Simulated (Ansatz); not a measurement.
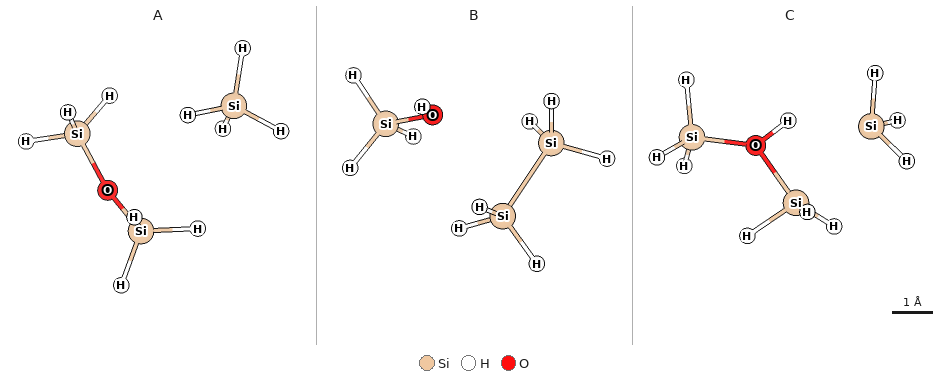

Three geometries of Si$_{3}$H$_{10}$O: a saddle point and the two minima that it joins, in shuffled order. Style: ball-and-stick. Shown at a tilt. Sticks join atoms that are closer than about 1.2 times the sum of their covalent radii (a little more with hydrogen).

Stationary points at PBE0-D4/def2-TZVP, single-point energies with CCSD(T)/CBS, BLYP-D4, CCSD(T) (def2-TZVPP where no basis is named; Ansatz 0.2.0). The energies are electronic, without zero-point or thermal terms, and both ends are the minima reached downhill from the saddle, with any fragments still in contact. CCSD(T)/CBS stands for a frozen-core estimate: MP2 correlation extrapolated from def2-TZVPP and def2-QZVPP, CCSD(T) minus MP2 from the smaller set.

Question: Which frame is the transition state, what reaction does it lead through, and what barrier is to be expected?

Answer: Frame C is the saddle point. Counted by bonded pieces, B holds SiH₄O + Si₂H₆ and A holds SiH₄ + Si₂H₆O. From B over the saddle to A, bonds form: O–Si (3.14 → 1.82 → 1.63 Å), H–Si (3.68 → 2.14 → 1.49 Å). Bonds break: Si–Si (2.34 → 2.73 → 3.98 Å), H–O (0.96 → 1.04 → 3.12 Å). The saddle has one imaginary mode, 528i cm⁻¹. With CCSD(T)/CBS the barrier is 1.83 eV from B and 2.86 eV from A, and A lies 1.03 eV below B.

```
      level  barrier from B (eV)  barrier from A (eV)  A less B (eV)
CCSD(T)/CBS                 1.83                 2.86          −1.03
    BLYP-D4                 1.64                 2.61          −0.97
    CCSD(T)                 1.85                 2.87          −1.02
```

Against CCSD(T)/CBS, CCSD(T) comes closest on the barrier from B (+0.02 eV) and BLYP-D4 misses most (−0.19 eV).

Limits of the set-up: the start holds two separate molecules, 3.0 Å apart at their closest, whose relative position is a soft coordinate.
